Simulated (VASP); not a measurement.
Band structure of HfB₂ (AlB2 type). Calculation: revPBE GGA, VASP's PBE PAW potentials (set 64) (plane waves; VASP).

Unless said otherwise, spin-orbit coupling is left out, though it shifts the bands of the heavy elements here.

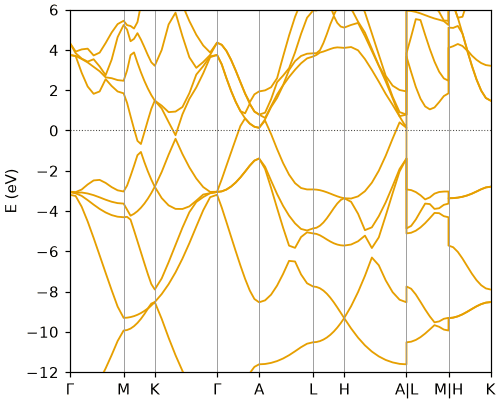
Bands along high-symmetry lines, zero at the valence-band maximum or, without a gap, the Fermi level

### Question
Read the plot: is there a gap, and where are the band edges?

### Answer
It has no gap at this level: it comes out as a metal or semimetal. (Edges off the drawn lines would not show.)

The compound is HfB2 in the AlB2 type structure. It was relaxed first.
